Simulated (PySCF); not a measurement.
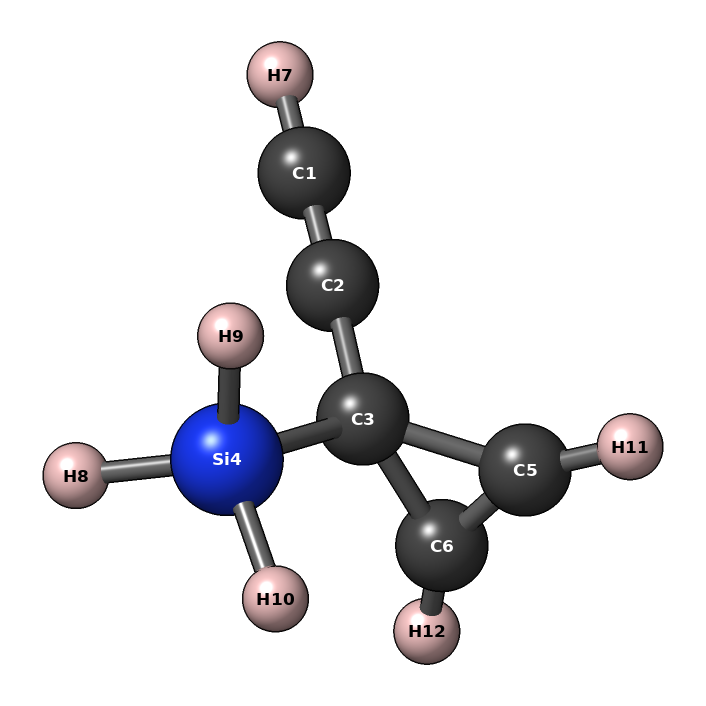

Every bond is drawn as one stick. Computed geometry: GFN2-xTB optimisation. No frequency run is at hand to confirm it as a minimum. Method: PBE0/pcSseg-1 (PySCF 2.14.0).

**Which bond has the highest Mayer bond order?**

C1–C2, 2.44, at a length of 1.199 Å.

List the Mayer bond orders of C1–C2, C1–H7, C2–C3, C3–Si4, C3–C5, Si4–H8, Si4–H10, C5–C6, C5–H11 (one bond of each equivalent set).

```tsv
bond	Mayer order	length (Å)
C1–C2	2.44	1.199
C1–H7	1.15	1.049
C2–C3	0.93	1.432
C3–Si4	0.84	1.897
C3–C5	0.95	1.522
Si4–H8	0.94	1.464
Si4–H10	0.93	1.465
C5–C6	1.72	1.293
C5–H11	1.02	1.062
```

The geometry is semi-empirical. Around Si such bond lengths and angles can be off by a tenth of an ångström or more and by several degrees, and values that hang on the shape move with them.
